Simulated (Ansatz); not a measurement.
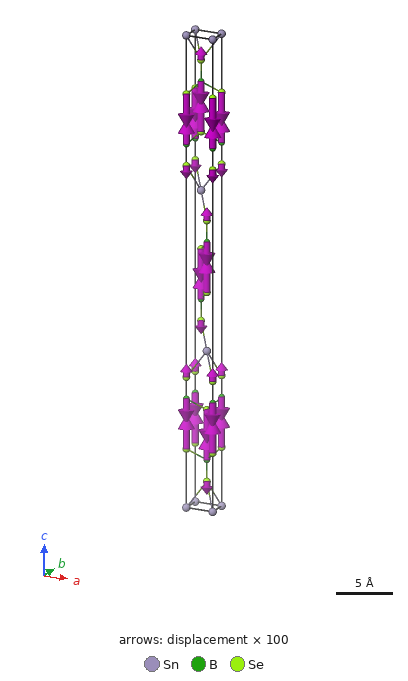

A relaxation of crystalline SnB2Se4 (built on the MgIn2Se4-166 type type). The starting structure is drawn; purple arrows show the displacements (the part carried along by the change of the cell is left out), 100 times their true length.

A ball-and-stick model of the conventional cell (3 times the calculation's cell), seen slightly off an axis. Lengths and directions refer to the drawn axes.

Level of theory: DFT, r2SCAN+rVV10, plane waves, PAW in Ansatz 0.2.0. Settings: plane-wave cutoff 500 eV; k-point mesh 8 × 8 × 8; occupations fermi dirac; smearing width 0.03 eV; no spin polarisation; cell and atoms relaxed; force threshold 0.01 eV/Å; at most 120 steps.

**What happened in the run?**

The largest moves relative to the cell, 0.031 Å, are those of Se atoms. By element the largest moves are Se 0.031 Å, B 0.023 Å. Sn stays in place. Cell: a = b 3.293 → 3.344 Å (+1.5 %), c 42.997 → 42.176 Å (−1.9 %). Volume +1.1 %. Among the contacts that change: Se–Sn 3.102 → 3.073 Å, B–Se 2.114 → 2.137 Å. The space group stays R-3m (No. 166). After 5 accepted moves (7 points after the start) the energy has fallen by 6.0 meV per atom. Largest force component: 0.076 eV/Å at the start, 0.0024 eV/Å at the end. The pressure goes from 1.53 to −0.01 GPa. The line search rejected the trial step at point 1 of the run. At 1 point the geometry stayed and the basis and grid were re-selected for the new cell (energy shift of less than 0.05 meV per atom at most each time). The run took 120 s on 4 threads of Arm Neoverse V1, on a shared host, peak memory 1.2 GiB.
